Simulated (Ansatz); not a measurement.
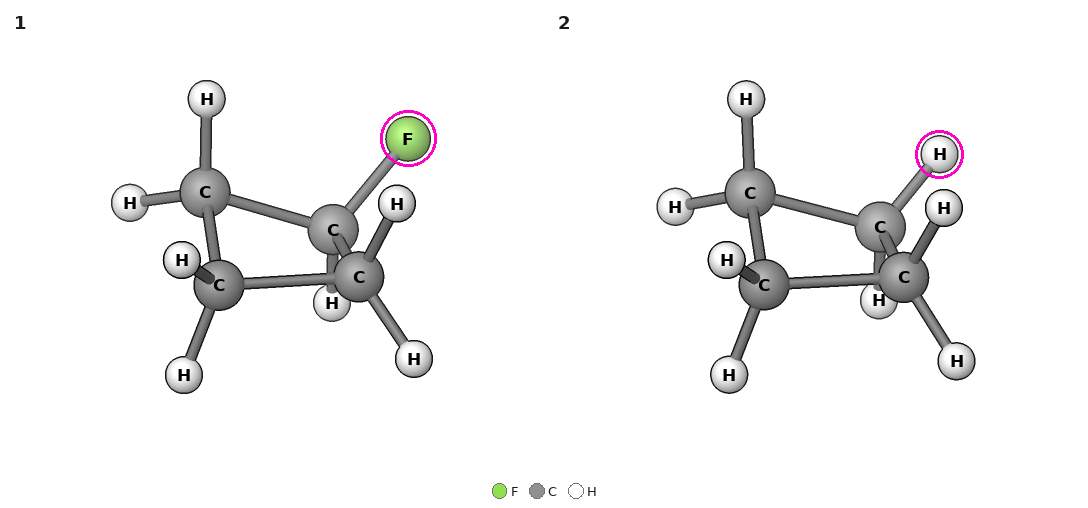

2 molecules with one skeleton, seen from the same side and at one scale; the atom that differs is circled. Charge 0, singlet. Computed geometries: PBE0-D4/def2-TZVP optimisations, one conformation each. Properties computed with Ansatz 0.2.0.

One atom differs, called X below: F in panel 1, H in panel 2. Their formulas are C4H7F (`FC1CCC1`), C4H8 (`C1CCC1`).

Question: In which is the length of X–C larger (PBE0-D4/def2-TZVP)?

Answer: In panel 1 (X = F).

Question: In which is the dipole moment larger (r2SCAN-D4/def2-TZVPP)?

Answer: In panel 1 (X = F).

Give the values. With PBE0-D4/def2-TZVP: length of X–C (Å), angle X–C–H (°). With r2SCAN-D4/def2-TZVPP: HOMO energy (Kohn–Sham orbital) (eV), HOMO–LUMO gap (eV), dipole moment (D).

| quantity | 1 (F) | 2 (H) | 2 − 1 |
| --- | --- | --- | --- |
| length of X–C (Å) | 1.376 | 1.091 | −0.285 |
| angle X–C–H (°) | 107.5 | 108.6 | +1.1 |
| HOMO energy (Kohn–Sham orbital) (eV) | −7.46 | −7.46 | 0.00 |
| HOMO–LUMO gap (eV) | 8.69 | 8.87 | +0.18 |
| dipole moment (D) | 1.80 | 0.00 | −1.80 |
